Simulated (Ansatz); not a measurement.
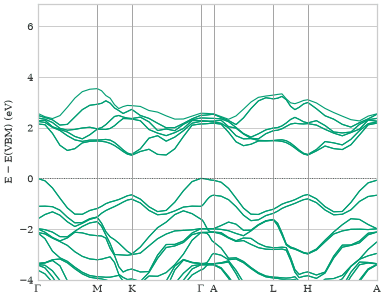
Fig. 1. Band structure from DFT-r²SCAN+D4 with spin–orbit coupling in the program Ansatz with PAW potentials

Q: Read off the gap and where the band edges lie.

A: About 0.9 eV (0.90 eV by a search for the band edges); maximum at Γ, minimum on the K–Γ line, 45 % of the way from K.

The material is MoSeS in space group P-3m1 (No. 164; Mo on 2c, Se on 2d, S on 2d).

The workflow started from a Materials Project entry (that database holds measured and hypothetical structures alike); the Crystallography Open Database copy checked does not list it. Its standing as an ambient phase is unchecked. The r²SCAN+D4 relaxation kept the symmetry of its start; its stability against distortions is not shown here. No spin polarisation was allowed.

Potentials: the later of the program's two PAW sets.
